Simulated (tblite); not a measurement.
# C4H16BNSi: the cost of one run

The runs use tblite 0.8.0 and PySCF 2.14.0, with density-fitted response routines of our own; the level of theory stands in each step. All values are computed, except where a source is named. Atoms are numbered from 0 throughout.

## (1) The starting structure

23 atoms, charge 0, multiplicity 1; geometry from: force field or distance geometry start.

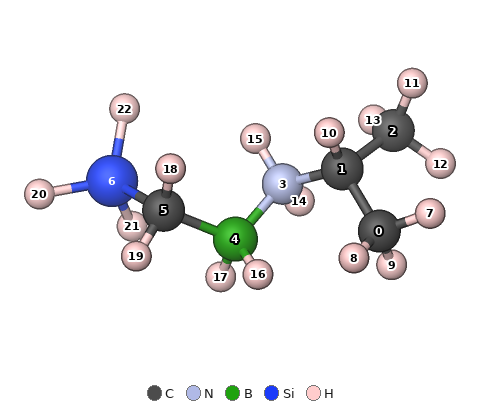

The starting geometry (carbon dark grey, nitrogen light blue, boron green, silicon blue, hydrogen pink), atoms numbered.

## (2) Relaxing the molecule with GFN2-xTB

Job settings and geometry (Å):

```
{"job": {"kind": "relax", "xc": "GFN2-xTB", "basis": "xTB"}, "charge": 0, "multiplicity": 1}
C     -2.122800    -0.820000    -0.719900
C     -1.397500     0.409800    -0.272100
C     -2.322100     1.114900     0.710800
N     -0.154300     0.155600     0.405300
B      0.742400    -0.879100    -0.216500
C      2.055700    -0.267700    -0.894000
Si     3.178300     0.332100     0.478600
H     -3.158100    -0.512200    -1.026100
H     -1.695600    -1.322200    -1.592200
H     -2.249200    -1.487400     0.174100
H     -1.254800     1.128100    -1.103700
H     -2.771900     2.024200     0.268900
H     -3.196500     0.441400     0.949000
H     -1.846100     1.332400     1.673800
H     -0.371500    -0.189600     1.389000
H      0.360700     1.056200     0.580100
H      0.247100    -1.576400    -1.015300
H      1.142900    -1.605500     0.649400
H      1.818100     0.539200    -1.610100
H      2.570300    -1.136400    -1.376800
H      4.561100     0.129300     0.047100
H      2.936100    -0.565100     1.634500
H      2.922900     1.725600     0.876100
```

On the command line:

```sh
$ OMP_NUM_THREADS=1 python probes_run.py task.json out
```

The driver reads the jobs from task.json and runs them one after another.

**Question.** How long does this first job take on 1 thread of Arm Neoverse N1, shared host, and how much memory does it need?

About 2.4 s, with a peak of 0.18 GiB.
